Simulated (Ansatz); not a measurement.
# AgB (hypothetical, Pm-3m): phonons against volume, part 2 of 3

Which modes of AgB (hypothetical) drive its thermal expansion? The crystal structure is hypothetical: it was made by swapping elements on a known structure type.

Ansatz 0.2.0; DFT PBEsol, scalar-relativistic, plane waves, PAW.

So far. Step 2 (A first coarse run): The start is under -16 GPa at this level and looks like a metal on this mesh.

**5. Tight relaxation**

The thresholds are tightened for a last relaxation ahead of the phonons, and where mesh or smearing change with them the cell follows.

Contents of input.yaml:

```yaml
crystal:
  lattice:
    - [2.8614831537, 0.0, 0.0]
    - [0.0, 2.8614831537, 0.0]
    - [0.0, 0.0, 2.8614831537]
  atoms:
    - { symbol: B, position: [0.5, 0.5, 0.5] }
    - { symbol: Ag, position: [0.0, 0.0, 0.0] }
kpoints:
  mp_grid: { grid: [16, 16, 16] }
hamiltonian:
  xc: pbesol
scf:
  occupations: { method: methfessel_paxton, width: 0.2 }
output:
  forces: true
  stress: true
  eigenvalues: true
relax:
  adjacent_minimum: "off"
  f_tol: 0.001
  max_steps: 60
  cell: { stress_tol: 0.01 }
```

Command:

```bash
ansatz run input.yaml --threads 4 --pin off --max-ram 8192MiB --backend cpu --events-out ev --progress --plain --runs-dir out
```

Numbers of over 12 decimals in the logs are rounded to 6 here.

The program printed:

```text
[...]
Crystal: 2 atoms, lattice volume = 23.430 Å³
Basis set: ecut = 420 eV, 461 PW (Γ), exchange–correlation on 40×40×40 points (8 copies of the dense FFT grid, shifted against one another)
Bands: 15, of which v1, the nominal top of the filled ones, is band 11 counted from 1 (10 counted from 0)
Symmetry: 48 space group operations
[...]
k-points: 165 of 4096
[...]
k-point 164: bands = [... 7 lower, 12.8393, 12.8393, 14.0991, 19.3069, 19.3069, 19.3069, 20.9071, 20.9071]
--- Relaxed structure (3 steps of the walk, 3 accepted, 1 SCFs on fresh bases) ---
[...]
cell:  # Å, volume = 23.4162 Å³
    - [2.860920, 0, 0]
    - [0, 2.860920, 0]
    - [0, 0, 2.860920]
  atoms:
    - { symbol: B, position: [0.5, 0.5, 0.5] }
    - { symbol: Ag, position: [0, 0, 0] }
[key lines of the parts left out:]
SCF converged after 4 iterations
Free energy (F): -7672.288166 eV
Fermi energy:    16.745522 eV
P = ⅓ Tr σ = -0.0004 GPa (-0.004 kbar)
```

It took 3.2 s on 4 threads of Arm Neoverse V1, shared host; peak memory 0.41 GiB.

Little changed from the start: no atom moved by 0.005 Å and no cell edge by 0.1 %.

This step gave:

| Property | Result |
| --- | --- |
| pressure | -4.05e-4 GPa |
| volume per atom | 11.71 Å³ |

The residual pressure is -4.0e-4 GPa, small enough for phonons.

**6. Phonons, V/V0 1**

Phonons at this volume give one point of F(V, T); meshes stay fixed along the series.

Contents of input.yaml:

```yaml
crystal:
  lattice:
    - [2.8609203513, 0.0, 0.0]
    - [0.0, 2.8609203513, 0.0]
    - [0.0, 0.0, 2.8609203513]
  atoms:
    - { symbol: B, position: [0.5, 0.5, 0.5] }
    - { symbol: Ag, position: [0.0, 0.0, 0.0] }
kpoints:
  mp_grid: { grid: [16, 16, 16] }
hamiltonian:
  xc: pbesol
scf:
  occupations: { method: methfessel_paxton, width: 0.2 }
output:
  eigenvalues: true
phonons:
  method: dfpt
  qmesh: [4, 4, 4]
  temperatures: { t_max: 1000, t_step: 50 }
  qpath:
    path:
      - [[0.0, 0.0, 0.0], [0.0, 0.5, 0.0], [0.5, 0.5, 0.0], [0.0, 0.0, 0.0], [0.5, 0.5, 0.5], [0.0, 0.5, 0.0]]
      - [[0.5, 0.5, 0.5], [0.5, 0.5, 0.0]]
    npoints: 10
```

The program printed:

```text
[...]
Crystal: 2 atoms, lattice volume = 23.416 Å³
Basis set: ecut = 420 eV, 461 PW (Γ), exchange–correlation on 40×40×40 points (8 copies of the dense FFT grid, shifted against one another)
Bands: 15, of which v1, the nominal top of the filled ones, is band 11 counted from 1 (10 counted from 0)
Symmetry: 48 space group operations
k-points: 165 of 4096
[...]
SCF iter   1: F=—  HF=-7672.294778 eV  |F-HF|=—  |Δ(HF+E_count)|=         —  Δρ=1.05e-2  dr2=2.07e-2  ethr=1.77e-3  ⟨swp⟩=4.2  Hψ=10746  notcnv=0
[...]
SCF iter   7: F=-7672.288166 eV  HF=-7672.288166 eV  |F-HF|=9.09e-13  |Δ(HF+E_count)|=  1.00e-11  S|Δr|=    0.00e0  Δρ=2.30e-8  dr2=7.11e-14  ethr=1.00e-12  ⟨swp⟩=5.0  Hψ=9079  notcnv=0
the search or the solves at the SCF's close seem to have found levels that the self-consistency loop had missed (the run counts 1). By its estimate they hold under 1e-12 electrons; where the run keeps them, the occupations were computed again with them
SCF 1 converged in 7 iterations: F = -7672.288166 eV  dr2 = 7.11e-14
[...]
SCF iter   2: F=-7672.288166 eV  HF=-7672.288166 eV  |F-HF|=6.37e-12  |Δ(HF+E_count)|=  1.76e-10  S|Δr|=    0.00e0  Δρ=1.13e-7  dr2=2.99e-12  ethr=1.00e-12  ⟨swp⟩=4.6  Hψ=8740  notcnv=0
SCF 2 converged in 2 iterations: F = -7672.288166 eV  dr2 = 2.99e-12
phonons: the bands overlap, so this run is a metal and interpolates without the dipole-dipole term. If the crystal is really an insulator or semiconductor, its LO-TO splitting is missing
NSCF: frozen V_eff on 165 k-points
[...]
DFPT response loops at q = (0, 0, 0) (fractional): preconditioner auto → Kerker (q_TF=auto, 2.700 Å⁻¹) (partly filled bands, converged f_vac=0.000); β = 1.00, the filter's whole step (`scf.mixing.beta` (0.50) is not read by the response loops under this deck's `scf.mixing.preconditioner`; to damp them name `kerker` or `kerker_dos`, under which they read `scf.mixing.beta`, and type it under 1.00, their step now; both keys bind the ground state too); Broyden in place of MSR1
[...]
SCF converged after 7 iterations
[...]
Free energy (F): -7672.288166 eV
[...]
Internal energy: -7672.288959 eV  (E = F + TS)
E sigma→0 (E₀):  -7672.288364 eV
Entropy (-TS):   0.000793 eV (0.396 meV/atom)
Fermi energy:    16.745522 eV
[...]
--- Band table (eV; the first three rows and the last of 165) ---
  k-point 0: bands = [... 7 lower, 11.9683, 11.9683, 11.9683, 18.5087, 18.5087, 18.5087, 25.4615, 29.0173]
  k-point 1: bands = [... 7 lower, 11.9093, 11.9093, 11.9722, 18.2189, 18.6179, 18.6179, 25.5923, 28.9546]
  k-point 2: bands = [... 7 lower, 11.7487, 11.7487, 11.9833, 17.4833, 18.9272, 18.9272, 25.8655, 28.7753]
  k-point 164: bands = [... 7 lower, 12.8393, 12.8393, 14.0991, 19.3069, 19.3069, 19.3069, 20.9071, 20.9071]
--- Phonons (Γ-DFPT): 2 representative perturbations + reference (Σ response iterations 7) ---
  ASR residual: 9.261e-6 → 0.000e0 eV/Å²; symmetrization residual: 8.964e-7 eV/Å²
  ASR residual per site (eV/Å²): 3.07e-7 9.26e-6
  Γ frequencies (cm⁻¹): 0.00 0.00 0.00 187.54 187.54 187.54
--- Phonons (arbitrary-q DFPT): 10 irreducible q on the 4×4×4 mesh ---
  q = [0.0000, 0.0000, 0.0000] (star 1, of the zone-centre solve; hermiticity 1.41e-6, symmetrization 7.84e-12): -0.00 -0.00 0.00 187.54 187.54 187.54
  q = [0.0000, 0.0000, 0.2500] (star 6, 4 solved perturbations in 4032 linear systems a pass and spin channel, the states on 1296 of 4096 k-point pairs; hermiticity 3.10e-7, symmetrization 1.75e-12): -12.38 -12.38 119.30 190.29 190.29 217.53
[...]
q = [0.0000, 0.2500, -0.5000] (star 12, 6 solved perturbations on 1296 of 4096 k-point pairs; hermiticity 9.24e-8, symmetrization 7.30e-10): 64.52 91.59 113.14 228.33 238.45 239.42
[...]
sum rule: each row above includes the acoustic sum rule's correction from the zone centre's row sums; it moved no ω² by more than (0.15 cm⁻¹)²
  mesh force constants: q→R imaginary residual 2.50e-18; ASR residual 9.261e-6 → 0.000e0 eV/Å²; symmetrization residual 5.329e-15 eV/Å²
  interpolated dispersion: 62 rows × 6 modes
  density of states and harmonic sums: on the 24×24×24 q-mesh, interpolated from the force constants of a 4×4×4 supercell (no non-analytic term)
  largest difference from the sums on the solved wave vectors: F 1.32e-1 eV, S 1.70e-4 and C_V 4.02e-5 eV/K
  zero-point energy: 0.051837 eV/cell   skipped modes (ω ≤ 0): 308, of them read as no rigid motion or as one in doubt: 305 (5.639e-1 modes/cell left out, lowest -141.74 cm⁻¹)   left out of the sums: 9.40e-2 of the cell's modes: C_V's classical limit lies that fraction below 3 k_B per atom; for a crystal, a wire or a layer, F and S can be off by more, and a phonons.interpolated_qmesh denser along its periods is the remedy for the sampling
```

The job ended after 4.8 min (4 threads; peak memory 2.1 GiB; 19 min of CPU time).

This step gave:

| Quantity | Value |
| --- | --- |
| Γ frequencies | 0, 0, 0, 187.5, 187.5, 187.5 cm⁻¹ (negative: imaginary) |
| lowest frequency on the path | -141.7 cm⁻¹ |
| point group | m-3m |
| highest frequency | 304.7 cm⁻¹ |

No LO-TO term. Phonon branches along the path, in cm⁻¹:

```tsv
point	branch 1	branch 2	branch 3	branch 4	branch 5	branch 6
Γ	0	0	0	188	188	188
X	40	40	168	188	188	274
M	-54	-54	68	236	236	250
Γ	0	0	0	188	188	188
R	-142	-142	-142	149	149	149
X	40	40	168	188	188	274
jump to R	-142	-142	-142	149	149	149
M	-54	-54	68	236	236	250
```

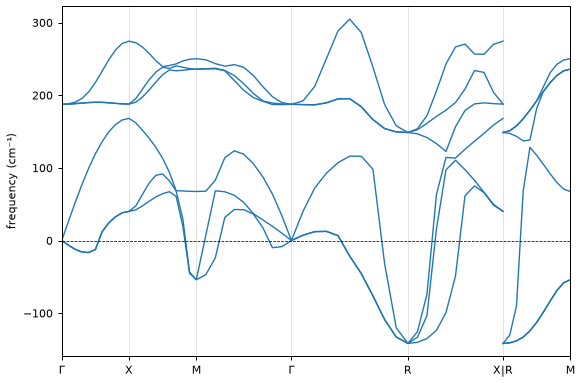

Phonon branches along the path.

The phonon density of states has structure finer than the step of the table below, so its rows give means over 20 cm⁻¹, whole bins alone (the curve runs from -142 to 308 cm⁻¹). Peaks (cm⁻¹: height): 67.5: 0.0333, 117.5: 0.0325, 187.5: 0.0602, 247.5: 0.0251.

Tetrahedra on 24 24 24, mean over bins of 5 cm⁻¹. The phonon density of states by wavenumber; means over each step:

```tsv
wavenumber (cm⁻¹)	phonon density of states (1/cm⁻¹/cell)
-120	0.00322
-100	0.00398
-80	0.00440
-60	0.00470
-40	0.00399
-20	0.00375
0	0.00589
20	0.0112
40	0.0187
60	0.0262
80	0.0184
100	0.0133
120	0.0245
140	0.00976
160	0.00711
180	0.0230
200	0.0377
220	0.0290
240	0.0214
260	0.0194
280	0.00773
```

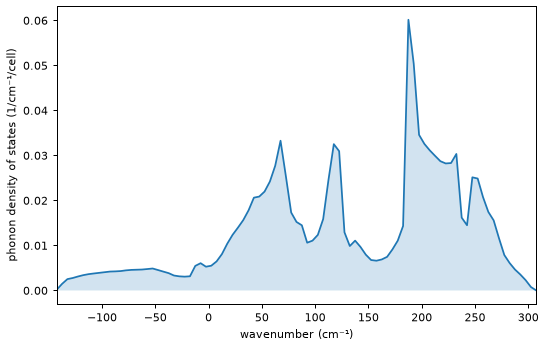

Phonon density of states against wavenumber.

The modes has structure finer than the step of the table below, so its rows give means over 25 cm⁻¹, whole bins alone (the curve runs from -149 to 322 cm⁻¹). Peaks (cm⁻¹: height): Ag 67.3: 0.0294, 120.7: 0.0277, 188.9: 0.00998; B 188.9: 0.0461, 251.2: 0.0239.

Phonopy on the run's constants, 19x19x19 mesh, Gaussian sigma 3.4 cm⁻¹. The modes by wavenumber; means over each step; values in 1/cm⁻¹/cell:

```tsv
wavenumber (cm⁻¹)	Ag	B
-125	4.3e-4	0.00244
-100	0.00117	0.00305
-75	0.00188	0.00271
-50	0.00245	0.00253
-25	0.00236	0.00186
0	0.00316	6.9e-4
25	0.0103	0.00281
50	0.0184	0.00346
75	0.0201	0.00250
100	0.0124	0.00210
125	0.0183	0.00237
150	0.00584	0.00206
175	0.00528	0.0105
200	0.00789	0.0301
225	0.00670	0.0208
250	0.00219	0.0183
275	9.8e-4	0.00952
300	1.1e-4	0.00193
```

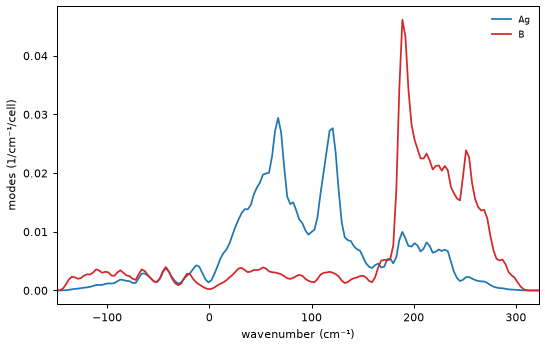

Modes, plotted against wavenumber.

No LO-TO term. Modes at Γ, with each element's share of the kinetic energy:

```tsv
mode	frequency (cm⁻¹)	symmetry	B %	Ag %
1	0.0	T1u	9	91
2	0.0	T1u	9	91
3	0.0	T1u	9	91
4	187.5	T1u	91	9
5	187.5	T1u	91	9
6	187.5	T1u	91	9
```

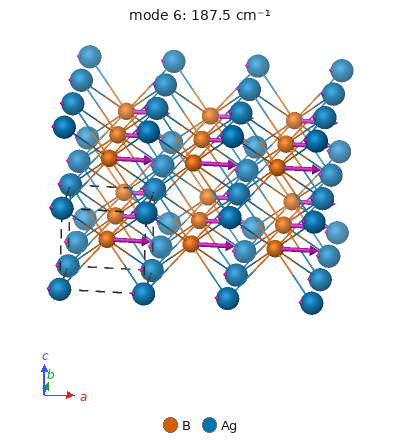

Displacement patterns of mode 6 at Γ; arrows are exaggerated. 3×3×2 cells are drawn. Some periodic images of atoms are drawn too.

The lowest solved frequency is -142 cm⁻¹, so the cell is unstable here and gives no valid free energy.

**7. Single point at a scaled cell, V/V0 1.015**

Symmetry fixes every atom, so a single point at the scaled cell gives the energy and pressure of this member.

The cell differs from the one that the last finished run ended in (a 2.861 → 2.875 Å, b 2.861 → 2.875 Å, c 2.861 → 2.875 Å).

input.yaml, the sections that differ from step 6:

```yaml
crystal:
  lattice:
    - [2.8751540202, 0.0, 0.0]
    - [0.0, 2.8751540202, 0.0]
    - [0.0, 0.0, 2.8751540202]
  atoms:
    - { symbol: B, position: [0.5, 0.5, 0.5] }
    - { symbol: Ag, position: [0.0, 0.0, 0.0] }
output:
  forces: true
  stress: true
  eigenvalues: true
  write_density: true
  write_potential: true
  elf: true
  volumetric_format: npy
# kpoints, hamiltonian, scf: as in step 6
# phonons: removed
```

The program printed:

```text
[...]
Crystal: 2 atoms, lattice volume = 23.767 Å³
Basis set: ecut = 420 eV, 461 PW (Γ), exchange–correlation on 40×40×40 points (8 copies of the dense FFT grid, shifted against one another)
Bands: 15, of which v1, the nominal top of the filled ones, is band 11 counted from 1 (10 counted from 0)
Symmetry: 48 space group operations
[...]
k-points: 165 of 4096
[...]
SCF iter   1: F=—  HF=-7672.292185 eV  |F-HF|=—  |Δ(HF+E_count)|=         —  Δρ=1.02e-2  dr2=1.99e-2  ethr=1.77e-3  ⟨swp⟩=4.2  Hψ=10749  notcnv=0
[...]
SCF iter   5: F=-7672.285771 eV  HF=-7672.285771 eV  |F-HF|=6.19e-9  |Δ(HF+E_count)|=   3.04e-7  S|Δr|=    0.00e0  Δρ=6.90e-6  dr2=8.17e-9  ethr=4.55e-10  ⟨swp⟩=7.7  Hψ=15041  notcnv=0
SCF 1 converged in 5 iterations: F = -7672.285771 eV  dr2 = 8.17e-9
[...]
SCF converged after 5 iterations
[...]
Free energy (F): -7672.285771 eV
[...]
Internal energy: -7672.286619 eV  (E = F + TS)
E sigma→0 (E₀):  -7672.285983 eV
Entropy (-TS):   0.000848 eV (0.424 meV/atom)
Fermi energy:    16.404834 eV
[...]
--- Stress (GPa, compression-positive) ---
       -2.151447      -0.000000       0.000000
        0.000000      -2.151447       0.000000
        0.000000       0.000000      -2.151447
  P = ⅓ Tr σ = -2.1514 GPa (-21.514 kbar)
--- Band table (eV; the first three rows and the last of 165) ---
  k-point 0: bands = [... 7 lower, 11.6890, 11.6890, 11.6890, 18.1898, 18.1898, 18.1898, 24.9443, 28.6103]
  k-point 1: bands = [... 7 lower, 11.6317, 11.6317, 11.6927, 17.8998, 18.2965, 18.2965, 25.0772, 28.5514]
  k-point 2: bands = [... 7 lower, 11.4758, 11.4758, 11.7035, 17.1651, 18.5991, 18.5991, 25.3565, 28.3829]
  k-point 164: bands = [... 7 lower, 12.5379, 12.5379, 13.7543, 18.9381, 18.9381, 18.9381, 20.5734, 20.5734]
```

It took 1.1 s on 4 threads; peak memory 0.37 GiB.

This step gave:

```
pressure        : -2.151 GPa
volume per atom : 11.88 Å³
```

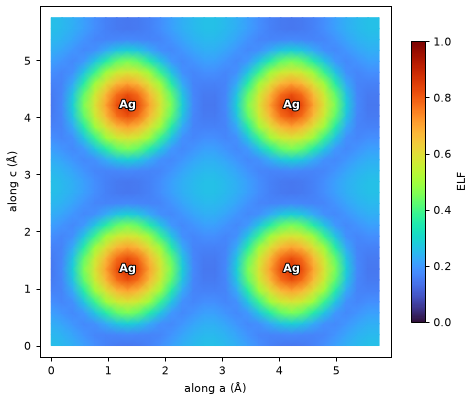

ELF in the ac plane at fractional y = 0.000, with atoms of Ag within 0.2 Å of it. It is the smooth field of the valence electrons, not physical close to the nuclei. The map starts off the cell's origin, so that atoms lie inside it.

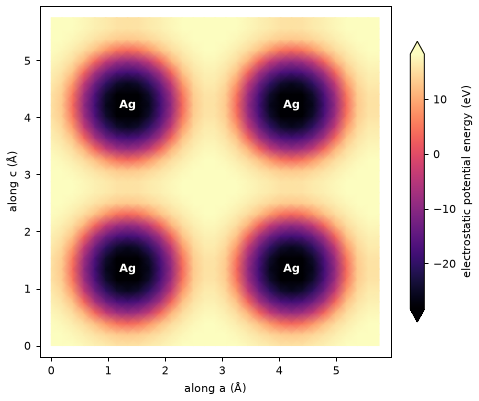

Electrostatic potential energy in the ac plane at fractional y = 0.000, with atoms of Ag within 0.2 Å of it. With pseudopotentials it is smooth inside the atoms' cores, unlike the true potential. The map starts off the cell's origin, so that atoms lie inside it.

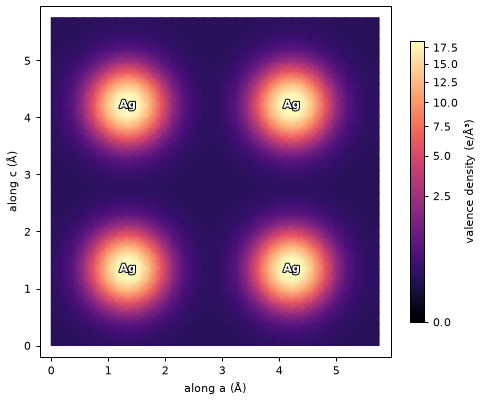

Valence density in the ac plane at fractional y = 0.000, with atoms of Ag within 0.2 Å of it. It is the smooth field of the valence electrons, not physical close to the nuclei. The map starts off the cell's origin, so that atoms lie inside it. The colour scale is stretched toward low values.

The run ends at a pressure of -2.15 GPa.

**8. Phonons, V/V0 1.015**

The same q-mesh and k-mesh are kept at every volume, so that much of their error can cancel in the differences.

input.yaml, the sections that differ from step 7:

```yaml
output:
  eigenvalues: true
phonons:
  method: dfpt
  qmesh: [4, 4, 4]
  temperatures: { t_max: 1000, t_step: 50 }
  qpath:
    path:
      - [[0.0, 0.0, 0.0], [0.0, 0.5, 0.0], [0.5, 0.5, 0.0], [0.0, 0.0, 0.0], [0.5, 0.5, 0.5], [0.0, 0.5, 0.0]]
      - [[0.5, 0.5, 0.5], [0.5, 0.5, 0.0]]
    npoints: 10
# crystal, kpoints, hamiltonian, scf: as in step 7
```

The program printed:

```text
[...]
Crystal: 2 atoms, lattice volume = 23.767 Å³
Basis set: ecut = 420 eV, 461 PW (Γ), exchange–correlation on 40×40×40 points (8 copies of the dense FFT grid, shifted against one another)
Bands: 15, of which v1, the nominal top of the filled ones, is band 11 counted from 1 (10 counted from 0)
Symmetry: 48 space group operations
k-points: 165 of 4096
[...]
k-point 164: bands = [... 7 lower, 12.5380, 12.5380, 13.7543, 18.9381, 18.9381, 18.9381, 20.5734, 20.5734]
[...]
ASR residual: 8.373e-6 → 0.000e0 eV/Å²; symmetrization residual: 9.202e-7 eV/Å²
  ASR residual per site (eV/Å²): 7.11e-7 8.37e-6
  Γ frequencies (cm⁻¹): 0.00 0.00 0.00 173.12 173.12 173.12
--- Phonons (arbitrary-q DFPT): 10 irreducible q on the 4×4×4 mesh ---
[...]
interpolated dispersion: 62 rows × 6 modes
[...]
[key lines of the parts left out:]
SCF converged after 7 iterations
Free energy (F): -7672.285771 eV
Fermi energy:    16.404858 eV
```

It took 4.9 min on 4 threads; peak memory 2.1 GiB.

No LO-TO term. The phonon branches at the labelled points (cm⁻¹):

```tsv
point	branch 1	branch 2	branch 3	branch 4	branch 5	branch 6
Γ	0	0	0	173	173	173
X	33	33	162	173	173	258
M	-61	-61	63	222	222	236
Γ	0	0	0	173	173	173
R	-154	-154	-154	143	143	143
X	33	33	162	173	173	258
jump to R	-154	-154	-154	143	143	143
M	-61	-61	63	222	222	236
```

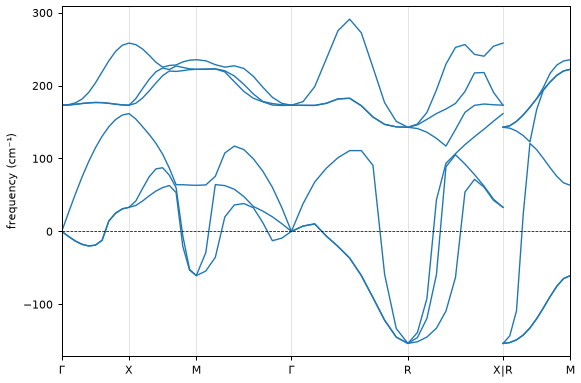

Phonon branches along the path.

The lowest solved frequency is -154 cm⁻¹, so the cell is unstable here and gives no valid free energy. The highest zone-centre mode (no LO–TO term) moved by -7.7 % for a volume change of +1.5 %.

**9. A cell at another volume, V/V0 0.985**

Symmetry fixes every atom, so a single point at the scaled cell gives the energy and pressure of this member.

input.yaml, the sections that differ from step 8:

```yaml
crystal:
  lattice:
    - [2.8465436245, 0.0, 0.0]
    - [0.0, 2.8465436245, 0.0]
    - [0.0, 0.0, 2.8465436245]
  atoms:
    - { symbol: B, position: [0.5, 0.5, 0.5] }
    - { symbol: Ag, position: [0.0, 0.0, 0.0] }
output:
  forces: true
  stress: true
  eigenvalues: true
# kpoints, hamiltonian, scf: as in step 8
# phonons: removed
```

The program printed:

```text
[...]
Crystal: 2 atoms, lattice volume = 23.065 Å³
Basis set: ecut = 420 eV, 461 PW (Γ), exchange–correlation on 40×40×40 points (8 copies of the dense FFT grid, shifted against one another)
Bands: 15, of which v1, the nominal top of the filled ones, is band 11 counted from 1 (10 counted from 0)
Symmetry: 48 space group operations
[...]
k-points: 165 of 4096
[...]
--- Band table (eV; the first three rows and the last of 165) ---
  k-point 0: bands = [... 7 lower, 12.2556, 12.2556, 12.2556, 18.8370, 18.8370, 18.8370, 25.9943, 29.4360]
  k-point 1: bands = [... 7 lower, 12.1947, 12.1947, 12.2596, 18.5472, 18.9487, 18.9487, 26.1230, 29.3692]
  k-point 2: bands = [... 7 lower, 12.0293, 12.0293, 12.2710, 17.8108, 19.2650, 19.2650, 26.3897, 29.1786]
  k-point 164: bands = [... 7 lower, 13.1495, 13.1495, 14.4539, 19.6874, 19.6874, 19.6874, 21.2512, 21.2512]
[key lines of the parts left out:]
SCF converged after 5 iterations
Free energy (F): -7672.285628 eV
Fermi energy:    17.098221 eV
P = ⅓ Tr σ = 2.3436 GPa (23.436 kbar)
```

It took 0.81 s on 4 threads; peak memory 0.37 GiB; 2.6 s of CPU time.

The run ends at a pressure of 2.34 GPa.

(Continued in part 3 of 3.)

[Logs are printed without paths, hosts, clocks, repeated set-up lines and the standing remarks that a program may print on its own settings, such as how far it seeks lower states.]

[Hosts, paths, dates, database ids (printed as entryN), source tags and the programs' standing remarks are cut or masked in the printed files.]

[A step with changed settings may run another functional than the one named; its input shows which.]

[Of the runs on displaced cells, only some may be shown.]
